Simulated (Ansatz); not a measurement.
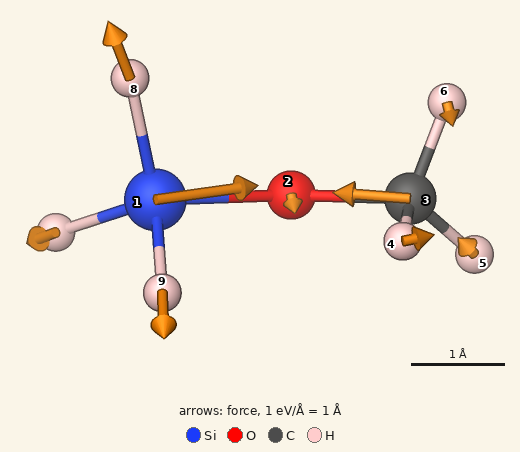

Starting geometry of CH6OSi with the computed forces as orange arrows. The picture is a ball-and-stick view, seen face on.

The run prepares the start of a later molecular dynamics calculation, from a guessed geometry.

These are results of RKS PBE0/def2-SVP in Ansatz, not measurements. Set-up: no spin polarisation; force threshold 0.02 eV/Å; at most 40 steps.

**Is this structure relaxed? If not, where do the atoms go?**

It isn't relaxed: the largest force vector, on the Si atom, is 1.28 eV/Å. The final displacements have little in common with the starting forces (cosine between the two patterns 0.15). The largest moves after the best rigid fit, 0.34 Å, are those of H atoms. By element the largest moves are H 0.34 Å, O 0.29 Å, C 0.05 Å, Si 0.02 Å. Near-neighbour distances that change, for instance: H–Si 1.459 → 1.498 Å, C–O 1.420 → 1.399 Å, O–Si 1.680 → 1.663 Å, C–H 1.110 → 1.101 Å. Among the angles between lasting bonds that change: O–Si–H 109.5° → 106.6°, O–C–H 109.5° → 112.2°. Groups turn about C–O by about 35°. The energy falls by 8.90 kJ/mol in 8 accepted moves (9 points after the start). The largest force component goes from 1.3 to 0.0023 eV/Å. The line search rejected the trial step at point 4 of the run. The forces were under the threshold at step 6, but the run went on from there.
